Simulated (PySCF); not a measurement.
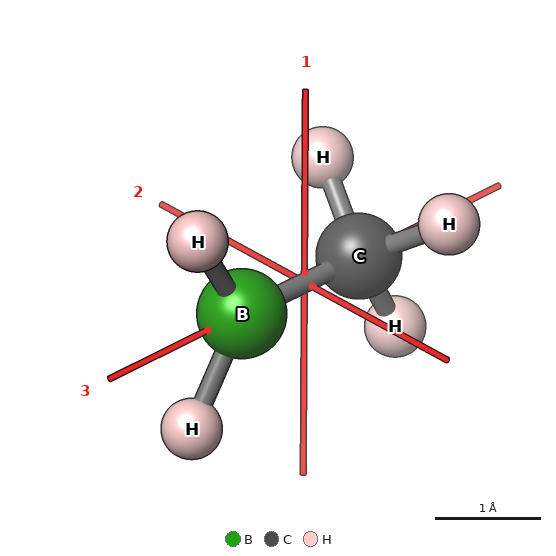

The three principal axes of inertia are drawn and numbered. Atoms fade into the background with distance from the viewer. The geometry was computed by an optimisation with PBE0-D3(BJ)/def2-SVP. No frequency run is at hand to confirm it as a minimum. Masses are those of the most abundant isotopes; constants are for the rigid equilibrium geometry.

Question: Which line is the a axis (least moment of inertia), which b and which c?

Answer: a is line 3, b is line 1, c is line 2; the moments are 5.35, 23.6, 25.9 u Å².

Question: What kind of rotor is it, and what are its rotational constants in MHz?

Answer: An asymmetric top (Cs): A = 94439, B = 21441, C = 19540 MHz. Ray's parameter κ is −0.95, close to the prolate limit.
